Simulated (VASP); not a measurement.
Band structure of KI (rock salt). Computed with PBE GGA, VASP's PBE PAW potentials (set 64) (plane waves; VASP 6.6.1).

Unless said otherwise, spin-orbit coupling is left out, though it shifts the bands of the heavy elements here.

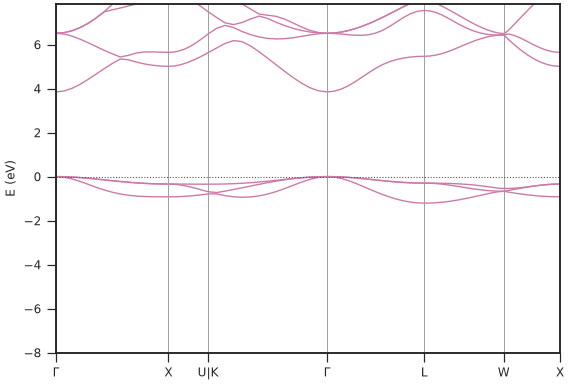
Figure: Bands along high-symmetry lines, zero at the valence-band maximum or, without a gap, the Fermi level

### Question
Read the plot: is there a gap, and where are the band edges?

### Answer
The gap is direct, 3.85 eV, from the valence maximum at Γ to the conduction minimum at Γ. (Edges off the drawn lines would not show.)

Measured: gap 6.10 eV (computed value off by -2.25 eV), as given by Aguado et al., (1998), arXiv:cond-mat/9809176.

The compound is KI in the rock salt structure. It was relaxed first, which changed the volume by +5 %.
